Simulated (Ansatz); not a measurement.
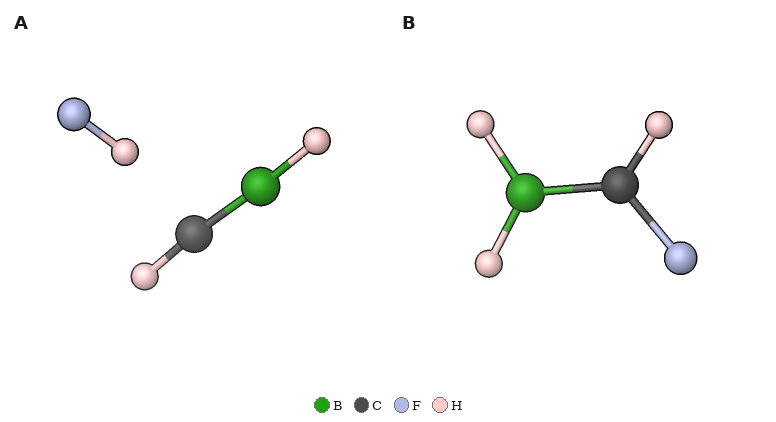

2 stationary structures of one formula. State: charge −1, singlet. Geometries: PBE0-D4/def2-TZVPD. Electronic energies: PBE0-D4/def2-TZVPD (Ansatz 0.2.0), without zero-point energy. No frequency run is at hand to confirm each as a minimum.

Which structure is the most stable?

Answer. B is lowest (Cs); A lies 0.511 eV above it (Cs).
